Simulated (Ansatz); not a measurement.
System (SMILES): [Cl][Ge] (Cl-Ge), doublet.
Atoms: Ge1, Cl2. Bonds: Ge1-Cl2.

Basis-set convergence of the highest harmonic wavenumber at MP2 with Ansatz (a program for electronic structure). Each level at its own minimum, finite differences of forces, unscaled; the reference is a large set that could be run, not a limit. All functions are spherical. Cores are frozen (with 3d on Ga to Br). Open shells are unrestricted. No added dispersion term, no relativity. Reference: the value in pcseg-3, 409 cm⁻¹, itself unsure by roughly 3 cm⁻¹ (its mean distance from cc-pV(Q+d)Z, aug-pcseg-2, aug-cc-pV(T+d)Z). Deviations are taken from unrounded values.

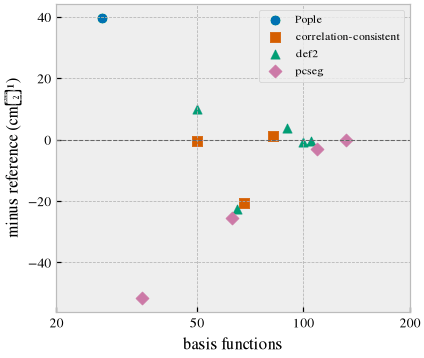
Figure. Deviation from the reference against the number of basis functions, by family of sets.

```tsv
basis	functions	highest harmonic wavenumber (cm⁻¹)	minus reference (cm⁻¹)
STO-3G	27	449	40
pcseg-0	35	358	-51
cc-pV(D+d)Z	50	409	0
def2-SVP	50	419	10
aug-pcseg-1	63	384	-25
def2-SVPD	65	387	-23
aug-cc-pV(D+d)Z	68	388	-21
cc-pV(T+d)Z	82	410	1
def2-TZVPP	90	413	4
def2-TZVPD	100	409	-1
def2-TZVPPD	105	409	0
aug-pcseg-2	109	406	-3
pcseg-3	132	409	0
```
